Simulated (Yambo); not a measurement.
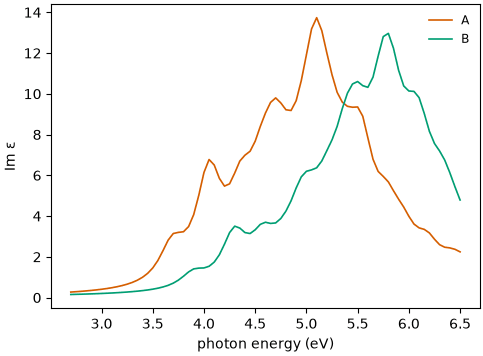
Fig. 1. Two computed absorption spectra of AgBr (rock salt, space group Fm-3m, No. 225) (Yambo, PBEsol bands with the same scissor, field along x)

**Question.** Which curve includes the electron-hole attraction (BSE)?

**Answer.** Curve A: the attraction moves weight to lower energy (centre of the plotted range 5.0 eV against 5.4 eV). Settings: 8×8×8 mesh, 8 valence and 1 conduction bands, static screening with 30 bands and a 4 Ry block, scissor 1.32 eV, Tamm-Dancoff. The scissor comes from a G0W0 run whose convergence isn't established. Broadening 0.15 eV. The band window holds all transitions up to 6.5 eV. On this mesh the peak heights and the fine structure are mesh artefacts; only the shift of weight is robust.

Spin-orbit coupling is not included.

Geometry relaxed with PBEsol; primitive cell a = b = c = 4.0128 Å, α = β = γ = 60.00°.
